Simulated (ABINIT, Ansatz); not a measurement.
**CaC2 (Immm): G0W0 on several meshes in ABINIT**

How does the mesh move the gap of CaC2 (Immm)?

Calculated with ABINIT 10.8.3; PBEsol and many-body steps on it, plane waves.

**1. Starting point**

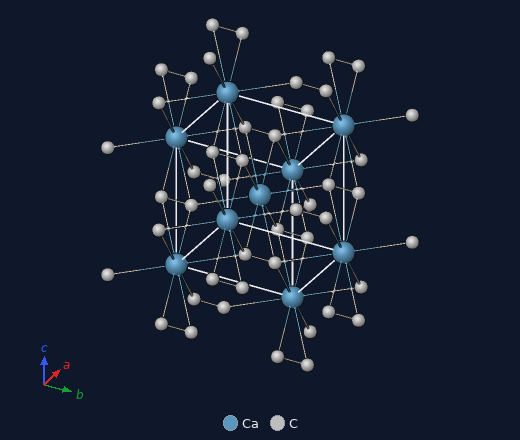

The cell as given, from a free direction (calcium blue, carbon light grey). This picture shows the conventional cell, with its axes. Some periodic images of atoms are drawn too.

The cell and positions are those that the Materials Project relaxed with its own functionals (PBE, PBE+U or r2SCAN), kept fixed.

**2. Empty states on the mesh, 4×4×4 mesh, 97 bands**

This step: ABINIT 10.8.3; DFT, PBEsol, plane waves, norm-conserving pseudopotentials.

The sums over transitions need many empty states on a uniform mesh; this step solves for them.

run.abi reads:

```
acell 3*1.0 Angstrom
rprim 
  -1.894876555000 2.443261230000 2.680131180000
  1.894876555000 -2.443261230000 2.680131180000
  1.894876555000 2.443261230000 -2.680131180000
ntypat 2
znucl 20 6
natom 3
typat 1 2 2
xred 
  0.000000000000 0.000000000000 0.000000000000
  0.371239070000 0.500000000000 0.871239070000
  0.628760930000 0.500000000000 0.128760930000
pp_dirpath "pseudos"
pseudos "Ca.upf, C.upf"
ecut 37
ngkpt 4 4 4
nshiftk 1
shiftk 0 0 0
kptopt 1
chksymbreak 0
iscf -2
irdden 1
istwfk *1
nband 97
nbdbuf 8
tolwfr 1e-09
nstep 60
prtvol 0
indata_prefix "in"
outdata_prefix "out"
tmpdata_prefix "tmp"
```

Launch:

```console
$ OMP_NUM_THREADS=1 mpirun -n 4 abinit run.abi > log
```

Numbers of over 12 decimals in the logs are rounded to 6 here.

Output:

```text
.Version 10.8.3 of ABINIT. v10.8.2 released Aug 2026.

 Symmetries : space group Im m m (# 71); Bravais oI (body-center ortho.)
[... echo of the input left out ...]
== DATASET  1 ==================================================================
-   mpi_nproc: 4, omp_nthreads: 1 (-1 if OMP is not activated)

--- !DatasetInfo
iteration_state: {dtset: 1, }
dimensions: {natom: 3, nkpt: 18, mband: 97, nsppol: 1, nspinor: 1, nspden: 1, mpw: 3625, }
cutoff_energies: {ecut:  37.0, pawecutdg:  -1.0, }
[...]
2.58818    2.62085    2.62854    2.65537    2.65583    2.71556    2.74883    2.77121
   2.83865    2.84762    2.87535    2.88689    2.92235    2.92875    2.95755    2.98851
   3.01067
 prteigrs : prtvol=0 or 1, do not print more k-points.

== END DATASET(S) ==============================================================
================================================================================

 -outvars: echo values of variables after computation  --------
            nband          97
             nkpt          18
          spgroup          71
 [... the other variables as echoed above ...]

 Calculation completed.
```

Run time: 49 s. Hardware: 4 MPI ranks of Arm Neoverse V1, shared host; peak memory 0.36 GiB.

This step gave:

```yaml
gap: 2.291 eV
k_of_the_valence_top: 0.25, -0.25, 0.25
k_of_the_conduction_bottom: 0, 0, 0
least_direct_gap: 2.601 eV
k_points_computed: 18
lowest_point_of_the_top_converged_band_above_the_valence_top: 68.2233 eV
```

On this mesh the gap is 2.291 eV.

The density comes from a self-consistent run that is not shown.

**3. Screening, 4×4×4 mesh, 41 bands, screening to 114.3 eV**

The RPA dielectric matrix is built and inverted for each q.

This step: RPA screening on PBEsol, plane waves, norm-conserving pseudopotentials.

Changes to run.abi since step 2:

```diff
@@ -21,10 +21,11 @@
 chksymbreak 0
-iscf -2
-irdden 1
 istwfk *1
-nband 97
-nbdbuf 8
-tolwfr 1e-09
-nstep 60
-prtvol 0
+occopt 1
+irdwfk 1
+optdriver 3
+nband 41
+ecuteps 4.2
+inclvkb 2
+awtr 1
+symchi 1
 indata_prefix "in"
```

Output:

```text
.Version 10.8.3 of ABINIT. v10.8.2 released Aug 2026.

 Symmetries : space group Im m m (# 71); Bravais oI (body-center ortho.)
[... echo of the input left out ...]
== DATASET  1 ==================================================================
-   mpi_nproc: 4, omp_nthreads: 1 (-1 if OMP is not activated)

--- !DatasetInfo
iteration_state: {dtset: 1, }
dimensions: {natom: 3, nkpt: 18, mband: 41, nsppol: 1, nspinor: 1, nspden: 1, mpw: 3625, }
cutoff_energies: {ecut:  37.0, pawecutdg:  -1.0, }
electrons: {nelect:   1.80000000E+01, charge:   0.00000000E+00, occopt:   1.00000000E+00, tsmear:   1.00000000E-02, }

 SCREENING: Calculation of the susceptibility and dielectric matrices

 Based on a program developped by R.W. Godby, V. Olevano, G. Onida, and L. Reining.
 Incorporated in ABINIT by V. Olevano, G.-M. Rignanese, and M. Torrent.
.Using double precision arithmetic ; gwpc =  8

[... cell and pseudopotentials left out ...]
--------------------------------------------------------------------------------

 ==== K-mesh for the wavefunctions ====
 Number of points in the irreducible wedge :    18
[... list of points left out ...]
 Together with  8 symmetry operations and time-reversal symmetry
 yields    64 points in the full Brillouin Zone.

 ==== Q-mesh for the screening function ====
 Number of points in the irreducible wedge :    18
[... list of points left out ...]
 Together with  8 symmetry operations and time-reversal symmetry
 yields    64 points in the full Brillouin Zone.

 setmesh: FFT mesh size selected  =    45x   45x   45
          total number of points  =        91125

 vcoul_init : cutoff-mode = AUXILIARY_FUNCTION
 q-points for optical limit:   1
     1)      0.000010    0.000020    0.000030

- screening: taking advantage of time-reversal symmetry
- Maximum band index for partially occupied states nbvw = 9
- Remaining bands to be divided among processors   nbcw = 32
- Number of bands treated by each node ~8

 Number of electrons calculated from density =   18.0000; Expected =   18.0000
 average of density, n =  0.053741
 r_s =    1.6439
 omega_plasma =   22.3620 [eV]

 calculating chi0 at frequencies [eV] :
  1    0.000000E+00    0.000000E+00
  2    0.000000E+00    2.236197E+01

--------------------------------------------------------------------------------
  q-point number  1        q = ( 0.000000, 0.000000, 0.000000) [r.l.u.]
--------------------------------------------------------------------------------
[... chi0 elements left out ...]
 For q-point:  0.000010 0.000020 0.000030
  dielectric constant =   3.6183
  dielectric constant without local fields =   4.3421

  Average fulfillment of the sum rule on Im[epsilon] for q-point    1 :     48.06  [%]
[... wings left out ...]
  q-point number  2        q = ( 0.250000, 0.000000, 0.000000) [r.l.u.]
--------------------------------------------------------------------------------
[... chi0 elements left out ...]
  Average fulfillment of the sum rule on Im[epsilon] for q-point    2 :     68.01  [%]

 [... 16 further q-points ...]
```

The job ended after 86 s (4 MPI ranks; peak memory 2.1 GiB).

This step gave:

- ε∞ with local fields, on this mesh, along the program's q direction: 3.618
- the same without local fields: 4.342
- plasma frequency: 22.36 eV
- plane waves in the screening matrix: 139

Local fields lower ε∞ by 17 %. On a Γ-centred mesh this coarse the value itself is usually too large, while a short band sum pulls it down.

**4. 4×4×4**

The self-energy is evaluated for the states that the input lists, and the levels follow from it, in one-shot runs by the linearised quasiparticle equation.

This step: G0W0 on PBEsol, plane waves, norm-conserving pseudopotentials.

Changes to run.abi since step 3:

```diff
@@ -24,8 +24,17 @@
 irdwfk 1
-optdriver 3
+optdriver 4
 nband 41
+gwcalctyp 0
+ecutsigx 37
+symsigma 1
+nkptgw 2
+kptgw 
+  0.2500000000 -0.2500000000 0.2500000000
+  0.0000000000 0.0000000000 0.0000000000
+bdgw 
+  8 11
+  8 11
 ecuteps 4.2
-inclvkb 2
-awtr 1
-symchi 1
+irdscr 1
+ppmodel 1
 indata_prefix "in"
```

Output:

```text
.Version 10.8.3 of ABINIT. v10.8.2 released Aug 2026.

 Symmetries : space group Im m m (# 71); Bravais oI (body-center ortho.)
[... echo of the input left out ...]
== DATASET  1 ==================================================================
-   mpi_nproc: 4, omp_nthreads: 1 (-1 if OMP is not activated)

--- !DatasetInfo
iteration_state: {dtset: 1, }
dimensions: {natom: 3, nkpt: 18, mband: 41, nsppol: 1, nspinor: 1, nspden: 1, mpw: 3625, }
cutoff_energies: {ecut:  37.0, pawecutdg:  -1.0, }
electrons: {nelect:   1.80000000E+01, charge:   0.00000000E+00, occopt:   1.00000000E+00, tsmear:   1.00000000E-02, }

 SIGMA: Calculation of the GW corrections

 Based on a program developped by R.W. Godby, V. Olevano, G. Onida, and L. Reining.
 Incorporated in ABINIT by V. Olevano, G.-M. Rignanese, and M. Torrent.
.Using double precision arithmetic ; gwpc =  8

[... cell and pseudopotentials left out ...]
--------------------------------------------------------------------------------

 ==== K-mesh for the wavefunctions ====
 Number of points in the irreducible wedge :    18
[... list of points left out ...]
 Together with  8 symmetry operations and time-reversal symmetry
 yields    64 points in the full Brillouin Zone.

 ==== Q-mesh for screening function ====
 Number of points in the irreducible wedge :    18
[... list of points left out ...]
 Together with  8 symmetry operations and time-reversal symmetry
 yields    64 points in the full Brillouin Zone.

 vcoul_init : cutoff-mode = AUXILIARY_FUNCTION
 q-points for optical limit:   1
     1)      0.000010    0.000020    0.000030
 setmesh: FFT mesh size selected  =    72x   72x   72
          total number of points  =       373248

 Number of electrons calculated from density =   18.0000; Expected =   18.0000
 average of density, n =  0.053741
 r_s =    1.6439
 omega_plasma =   22.3620 [eV]

 === KS Band Gaps ===
  >>>> For spin  1
   Minimum direct gap =   2.6016 [eV], located at k-point      :   0.0000  0.0000  0.0000
   Fundamental gap    =   2.2910 [eV], Top of valence bands at :   0.2500 -0.2500  0.2500
                                       Bottom of conduction at :   0.0000  0.0000  0.0000
 SIGMA fundamental parameters:
 PLASMON POLE MODEL  1
 number of plane-waves for SigmaX                 3625
 number of plane-waves for SigmaC and W            139
 number of plane-waves for wavefunctions          3625
 number of bands                                    41
 number of independent spin polarizations            1
 number of spinorial components                      1
 number of k-points in IBZ                          18
 number of q-points in IBZ                          18
 number of symmetry operations                       8
 number of k-points in BZ                           64
 number of q-points in BZ                           64
 number of frequencies for dSigma/dE                 9
 frequency step for dSigma/dE [eV]                0.25
 number of omega for Sigma on real axis              0
 max omega for Sigma on real axis  [eV]           0.00
 zcut for avoiding poles [eV]                     0.10

 EPSILON^-1 parameters (SCR file):
 dimension of the eps^-1 matrix on file            139
 dimension of the eps^-1 matrix used               139
 number of plane-waves for wavefunctions          3625
 number of bands                                    41
 number of q-points in IBZ                          18
 number of frequencies                               2
 number of real frequencies                          1
 number of imag frequencies                          1

 matrix elements of self-energy operator (all in [eV])

 Perturbative Calculation

--- !SelfEnergy_ee
iteration_state: {dtset: 1, }
kpoint     : [   0.250,   -0.250,    0.250, ]
spin       : 1
KS_gap     :    4.080
QP_gap     :    6.353
Delta_QP_KS:    2.272
data: !SigmaeeData |
     Band     E0 <VxcDFT>   SigX SigC(E0)      Z dSigC/dE  Sig(E)    E-E0       E
        8   1.521 -13.476 -16.450   2.256   0.785  -0.275 -14.039  -0.564   0.957
        9   2.476 -14.677 -18.791   3.478   0.780  -0.283 -15.173  -0.496   1.980
       10   6.557 -12.439  -7.022  -3.223   0.809  -0.235 -10.663   1.776   8.333
       11   7.757 -12.430  -6.023  -3.859   0.820  -0.219 -10.340   2.090   9.847

--- !SelfEnergy_ee
iteration_state: {dtset: 1, }
kpoint     : [   0.000,    0.000,    0.000, ]
spin       : 1
KS_gap     :    2.602
QP_gap     :    4.774
Delta_QP_KS:    2.172
data: !SigmaeeData |
     Band     E0 <VxcDFT>   SigX SigC(E0)      Z dSigC/dE  Sig(E)    E-E0       E
        8   1.909 -13.995 -16.826   2.134   0.788  -0.269 -14.545  -0.550   1.359
        9   2.166 -13.899 -16.676   2.104   0.787  -0.271 -14.428  -0.529   1.637
       10   4.767 -11.381  -6.486  -2.888   0.819  -0.222  -9.738   1.643   6.410
       11   6.030 -13.053  -7.651  -2.948   0.813  -0.230 -11.057   1.996   8.026

== END DATASET(S) ==============================================================
================================================================================

 -outvars: echo values of variables after computation  --------
           etotal      0.0000000000E+00
            nband          41
             nkpt          18
          spgroup          71
 [... the other variables as echoed above ...]

 Calculation completed.
```

It took 13 s on 4 MPI ranks; peak memory 1.9 GiB; 50 s of CPU time.

Numbers from this step:

```
G0W0 gap on the points computed              : 4.43 eV
starting gap on the mesh                     : 2.291 eV
k of the valence top                         : 0.25, -0.25, 0.25
k of the conduction bottom                   : 0, 0, 0
Z at the valence top                         : 0.78
Z at the conduction bottom                   : 0.819
least direct G0W0 gap on the computed points : 4.773 eV
```

The gap on the mesh goes from 2.29 eV to 4.43 eV, a correction of +2.14 eV.

**5. Empty states on the mesh, 6×6×6 mesh, 45 bands**

This step: DFT, PBEsol, plane waves, norm-conserving pseudopotentials.

Changes to run.abi since step 4:

```diff
@@ -16,3 +16,3 @@
 ecut 37
-ngkpt 4 4 4
+ngkpt 6 6 6
 nshiftk 1
@@ -21,20 +21,10 @@
 chksymbreak 0
+iscf -2
+irdden 1
 istwfk *1
-occopt 1
-irdwfk 1
-optdriver 4
-nband 41
-gwcalctyp 0
-ecutsigx 37
-symsigma 1
-nkptgw 2
-kptgw 
-  0.2500000000 -0.2500000000 0.2500000000
-  0.0000000000 0.0000000000 0.0000000000
-bdgw 
-  8 11
-  8 11
-ecuteps 4.2
-irdscr 1
-ppmodel 1
+nband 45
+nbdbuf 4
+tolwfr 1e-09
+nstep 60
+prtvol 0
 indata_prefix "in"
```

Output:

```text
.Version 10.8.3 of ABINIT. v10.8.2 released Aug 2026.

 Symmetries : space group Im m m (# 71); Bravais oI (body-center ortho.)
[... echo of the input left out ...]
== DATASET  1 ==================================================================
-   mpi_nproc: 4, omp_nthreads: 1 (-1 if OMP is not activated)

--- !DatasetInfo
iteration_state: {dtset: 1, }
dimensions: {natom: 3, nkpt: 46, mband: 45, nsppol: 1, nspinor: 1, nspden: 1, mpw: 3625, }
cutoff_energies: {ecut:  37.0, pawecutdg:  -1.0, }
[...]
0.82167    0.82319    0.96146    0.97798    1.00157    1.03318    1.10464    1.14038
   1.19110    1.24064    1.26815    1.30156    1.30510    1.33951    1.36301    1.40677
   1.43271    1.44205    1.49757    1.49843    1.52270
 prteigrs : prtvol=0 or 1, do not print more k-points.

== END DATASET(S) ==============================================================
================================================================================

 -outvars: echo values of variables after computation  --------
            nband          45
             nkpt          46
          spgroup          71
 [... the other variables as echoed above ...]

 Calculation completed.
```

It took 40 s on 4 MPI ranks; peak memory 0.37 GiB.

Numbers from this step:

- gap: 2.343 eV
- k of the valence top: 0.3333, -0.1667, 0.1667
- k of the conduction bottom: 0, 0, 0
- least direct gap: 2.601 eV
- k points computed: 46
- lowest point of the top converged band, above the valence top: 34.71 eV

On this mesh the gap is 2.343 eV.

(Part 1 of 2 ends here.)

[Paths, hosts, dates, memory and timing lines, banners, echoed tables and standing remarks are left out of the program output.]

[Logs are printed without paths, hosts, clocks, repeated set-up lines and the standing remarks that a program may print on its own settings, such as how far it seeks lower states.]

[Runs of the session that timed out or met a known fault of the program may be left out.]

[Hosts, paths, dates, database ids (printed as entryN), source tags and the programs' standing remarks are cut or masked in the printed files.]

[G0W0 gaps are taken among the corrected bands and points alone; a level outside them can change the order at an edge.]

[Where Ansatz stands beside ABINIT at settings called matched, ABINIT's density can come from a denser mesh and the files from another edition; pairs whose starting gaps differed by over 0.03 eV were left out, so agreement reads better than it is.]
